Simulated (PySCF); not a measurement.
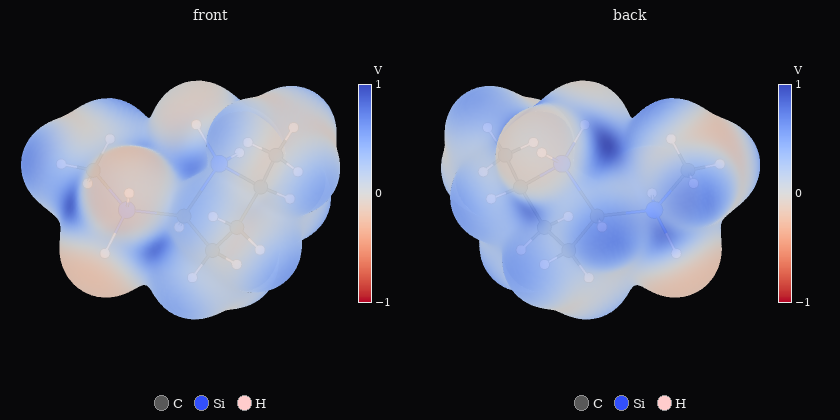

The picture shows: C$_{6}$H$_{16}$Si$_{2}$. The molecular electrostatic potential painted on the density surface at 0.002 e/bohr³, seen from the front and from behind; red is negative and blue positive.

Geometry: GFN2-xTB.

The calculation used PySCF, PBE0/pcSseg-1, SCF density, gas phase, non-relativistic.

```xyz
24

C    -3.2194    0.8509    0.7562
Si   -2.1077   -0.5612    0.1527
C    -0.7989    0.1532   -1.0328
C     0.0841   -0.9409   -1.6552
C     1.2697   -1.1937   -0.7317
C     1.9340    0.1528   -0.4267
C     2.8875    0.0687    0.7567
Si    0.4539    1.3405   -0.2168
H    -2.6353    1.6435    1.2137
H    -3.7828    1.2902   -0.0614
H    -3.9331    0.4964    1.4925
H    -1.4874   -1.2219    1.3106
H    -2.9188   -1.5603   -0.5637
H    -1.3415    0.6655   -1.8312
H     0.4619   -0.6012   -2.6240
H    -0.4781   -1.8617   -1.8263
H     1.9777   -1.8933   -1.1837
H     0.9089   -1.6385    0.1989
H     2.5149    0.4491   -1.3067
H     3.6662   -0.6725    0.5763
H     3.3661    1.0301    0.9315
H     2.3522   -0.2145    1.6609
H     0.1822    1.6342    1.1942
H     0.6319    2.6044   -0.9429
```

Q: Which sites attract a positive test charge, and which a negative one?

A: A positive charge is drawn to the negative regions and a negative charge to the positive ones. The most negative region (about −0.2 V) lies over C1, H12 and H13, the most positive (about +0.9 V) over Si8.

Q: What dipole moment does the calculation give?

A: Its dipole moment is 0.53 D.
